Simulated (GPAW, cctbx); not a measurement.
# GaBi2C2N: deformation density and structure factors from DFT

Question: by how much does bonding change the X-ray structure factors of GaBi2C2N, and what does a routine refinement make of it?

The cell comes from substitution in a known structure type and wasn't matched to any measured phase. All numbers below are calculated.

## 1. Find the equilibrium geometry

The density hangs on the geometry, so cell and atoms are relaxed first, with the symmetry held. The cutoff is set higher than for the density because stress converges slowly with plane waves.

Settings: GPAW 26.7.0, PBE, 900 eV, 5×5×5 k-points, Fermi–Dirac width 0.1 eV, BFGS to 0.03 eV/Å.

```text
cell
1.0
     3.745000000    0.000000000    0.000000000
     0.000000000   -4.090000000    0.000000000
    -1.872500000    2.045000000   -6.703000000
Bi Ga N C
2 1 1 2
Direct
0.646400000 0.646400000 0.292800000
0.353600000 0.353600000 0.707200000
0.000000000 0.000000000 0.000000000
0.000000000 0.500000000 0.000000000
0.832400000 0.832400000 0.664800000
0.167600000 0.167600000 0.335200000
```

```console
$ OMP_NUM_THREADS=1 mpirun -n 4 gpaw python run.py > gpaw.log
```

```text
BFGS:    0      -30.044891        0.996023
BFGS:    1      -30.120517        0.919882
BFGS:    2      -30.454178        0.549126
BFGS:    3      -30.476375        0.449775
...
BFGS:   13      -30.574623        0.079152
BFGS:   14      -30.575503        0.056453
BFGS:   15      -30.576029        0.029948
cell  3.4902 3.9308 7.3315  105.55 103.77 90.00
volume 93.897 A^3, largest force 0.029 eV/A, largest stress 0.21 GPa
```

After 15 steps the volume has changed by -8.5 % and the energy by -0.531 eV; the largest stress left is 0.21 GPa. It took 20 min on 4 cores of Arm Neoverse V1 (shared host), peak memory 2.2 GiB.

Relaxed structure: Immm (no. 71), a = 3.4902 Å, b = 3.9308 Å, c = 13.6883 Å, α = 90.00°, β = 90.00°, γ = 90.00°.

| atom | mult. | x | y | z |
| --- | --- | --- | --- | --- |
| Bi1 | 4 | 0 | 0 | 0.3436 |
| Ga1 | 2 | 0 | 0 | 0 |
| N1 | 2 | 0 | 1/2 | 0 |
| C1 | 4 | 0 | 0 | 0.1578 |

## 2. Density and charge transfer

X-rays see the whole electron density, so the PAW density is rebuilt with its core regions. Subtracting spherical free atoms from the same code cancels the cores and leaves the deformation density Δρ, the part due to bonding.

Settings: PBE, 550 eV, 7×7×7 k-points, Fermi–Dirac width 0.1 eV; primitive cell of 6 atoms.

```console
$ OMP_NUM_THREADS=1 mpirun -n 4 gpaw python run.py > gpaw.log
```

```text
|iter:   1|       0s |  -34.651602 | -0.28 |       |
|iter:   2|       6s |  -33.165725 | -1.89 | -0.86 |
|iter:   3|      12s |  -30.208534 | -1.10 | -0.93 |
...
|iter:   9|      49s |  -30.194247c| -6.20 | -3.88 |
|iter:  10|      55s |  -30.194253c| -7.32 | -4.42c|
|iter:  11|      61s |  -30.194253c| -7.81c| -4.72c|
```

```text
gpts.py:43: UserWarning: Initial realspace grid (20,24,40) inconsistent with symmetries.
gpts.py:43: UserWarning: Initial realspace grid (20,24,40) inconsistent with symmetries.
gpts.py:43: UserWarning: Initial realspace grid (20,24,40) inconsistent with symmetries.
gpts.py:43: UserWarning: Initial realspace grid (20,24,40) inconsistent with symmetries.
gpts.py:70: UserWarning: Using symmetrized grid: (40,40,40).
gpts.py:70: UserWarning: Using symmetrized grid: (40,40,40).
gpts.py:70: UserWarning: Using symmetrized grid: (40,40,40).
gpts.py:70: UserWarning: Using symmetrized grid: (40,40,40).
grid (80, 80, 80)  electrons 216.000  moved by bonding 1.423 e
deformation density beyond 0.5 A of the nuclei: max 0.188, min -0.086 e/A^3
atom        x       y       z   Voronoi charge  moment
Bi1    0.6564  0.6564  0.3129      0.417       0.00
Bi2    0.3436  0.3436  0.6871      0.417       0.00
Ga3    0.0000  0.0000  0.0000      0.346       0.00
N 4    0.0000  0.5000  0.0000     -0.413       0.00
C 5    0.8422  0.8422  0.6843     -0.383       0.00
C 6    0.1578  0.1578  0.3157     -0.383       0.00
mean inner potential of superposed free atoms 21.109 V
total magnetic moment 0.000 muB
```

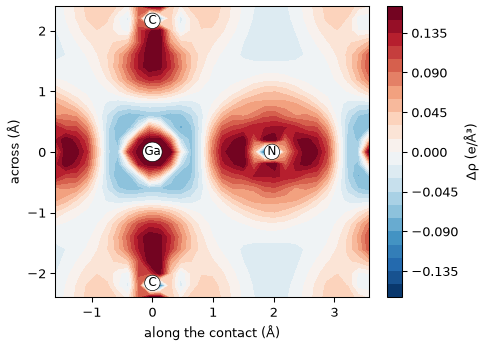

Deformation density in a plane through the shortest contact of the Ga atom at the origin; red gains electrons, blue loses them.

N gains most (-0.41 e) and Bi loses most (+0.42 e); N is the most electronegative element, but the order of the others doesn't follow electronegativity. Such charges fall far short of formal ones, since overlapping free atoms already put density on their neighbours. Along the shortest contact from the Ga atom at the map's origin, Ga–N at 1.97 Å, Δρ is +0.08 e/Å³ at the midpoint and highest, +0.19, 1.43 Å from Ga (points within 0.5 Å of a nucleus left out): little sits at the middle, as in a polar contact, whose build-up shifts to the more electronegative atom. At the midpoints of other shortest contacts it is +0.09 (Ga–C, 2.16 Å), +0.03 (Bi–C, 2.54 Å), -0.01 (Bi–N, 2.76 Å) and 0.00 (N–C, 2.92 Å) e/Å³. Point values carry grid noise of about 0.01 e/Å³. The run needed 11 iterations, 82 s.

## 3. From the density to structure factors

The Fourier components of Δρ, added to those of the free atoms, give the static X-ray structure factors; the Mott–Bethe relation turns them into the Fourier components V of the potential that fast electrons feel.

```text
static structure factors of the conventional cell: F in electrons, V (Mott-Bethe) in volts
   h  k  l      d  |F| table  |F| free   |F| DFT   change   |V| free  |V| DFT  change %
   0  0  2  6.8441    60.181    60.142    59.997   -0.145     1.451    1.617     11.4
   0  1  1  3.7781   114.634   114.447   114.477    0.030     2.975    2.965     -0.4
   0  0  4  3.4221   157.365   157.235   157.504    0.269     4.766    4.689     -1.6
   1  0  1  3.3820    91.305    91.252    89.752   -1.500     1.043    1.461     40.2
   0  1  3  2.9781   312.191   312.145   310.100   -2.045     8.234    8.676      5.4
   1  0  3  2.7722   327.868   327.690   327.330   -0.360     9.470    9.538      0.7
   1  1  0  2.6099   339.363   339.264   339.583    0.318    10.762   10.709     -0.5
   1  1  2  2.4386    72.508    72.506    73.246    0.740     2.454    2.346     -4.4
   0  0  6  2.2814   323.971   323.779   324.441    0.662    10.485   10.401     -0.8
   0  1  5  2.2465    11.922    11.988    12.567    0.580     0.107    0.035    -66.9
   1  0  5  2.1541     4.480     4.347     4.718    0.371     1.223    1.181     -3.4
   1  1  4  2.0752   157.517   157.634   158.175    0.540     4.654    4.597     -1.2
   0  2  0  1.9654   328.672   328.459   328.904    0.445     9.762    9.720     -0.4
   0  2  2  1.8891    52.037    52.236    52.163   -0.072     0.799    0.805      0.8
```

The largest X-ray change is -2.04 e on 013, 0.7 % of |F|. For electrons V goes as (Z − F)/g², so a change of F counts against Z − F, which is small at low angle and wherever the atoms' terms cancel: |V| of 015 moves by -66.9 % (0.11 to 0.04 V) against +4.8 % in |F|. These compare absolute values; so weak a component may also change sign. The tabulated Hartree–Fock atoms differ from the free DFT atoms by up to 0.21 e, so the choice of reference atom matters too.

## 4. Refining ordinary atoms against data with bonding

Routine crystallography fits spherical atoms. To see the bias, intensities are simulated from tabulated atoms plus the DFT change ΔF, so that bonding alone can misfit (3154 reflections of the full sphere, merged to the counts below, to 0.5 Å, 1 % proportional noise plus counting noise, assumed isotropic U as listed, Δρ smeared by the mean U) and refined with cctbx over different ranges.

| range | data | R1 | GooF | U Bi1 (true 0.0033) | U Ga1 (true 0.0049) | U N1 (true 0.0075) | U C1 (true 0.0077) | largest shift (Å) | Δρ max, min (e/Å³) |
| --- | --- | --- | --- | --- | --- | --- | --- | --- | --- |
| all data | 489 | 0.0031 | 0.98 | 0.0033 | 0.0049 | 0.0074 | 0.0079 | 0.0021 | 0.58, -0.48 |
| low resolution, d > 0.84 | 120 | 0.0031 | 1.14 | 0.0033 | 0.0049 | 0.0074 | 0.0078 | 0.0041 | 0.31, -0.23 |
| high order, d < 0.75 | 330 | 0.0032 | 0.94 | 0.0033 | 0.0049 | 0.0074 | 0.0079 | 0.0012 | 0.34, -0.37 |
| occupancies free, d > 0.7 | 192 | 0.0029 | 1.00 | 0.0033 | 0.0048 | 0.0093 | 0.0096 | 0.0037 | 0.43, -0.27 |

With all data GooF is 0.98, so at this noise the bonding hardly shows; the top residual peak lies 1.38 Å from N and 1.91 Å from Bi. No U is off by more than 3 s.u. at low resolution. With Bi1 held at 1 and the scale free, the other occupancies refine to Ga1 0.998(0.002), N1 1.045(0.013) and C1 1.033(0.014), on sites that are all full: they absorb part of the misfit, and only ratios to the fixed site mean anything.

## 5. Answer

Bonding moves 1.42 e in the primitive cell of GaBi2C2N and changes the structure factors of the conventional cell in the table above by at most 2.04 e (013, 0.7 %), and among reflections above 2 % of the strongest by up to 4.8 % (015). The shortest bond, Ga–N, has Δρ = +0.08 e/Å³ at its midpoint, low for a shared bond; with the charge transfer this is a polar contact. With all data GooF is 0.98, so at this noise the bonding hardly shows. Limits: static density, frozen cores, no spin–orbit coupling.

[Outputs are excerpts: Python notices, other lines and further rows are left out; steps that failed or that the build refused (PBEsol, TPSS) are not shown.]

[Logs are printed without paths, hosts, clocks, repeated set-up lines and the standing remarks that a program may print on its own settings, such as how far it seeks lower states.]
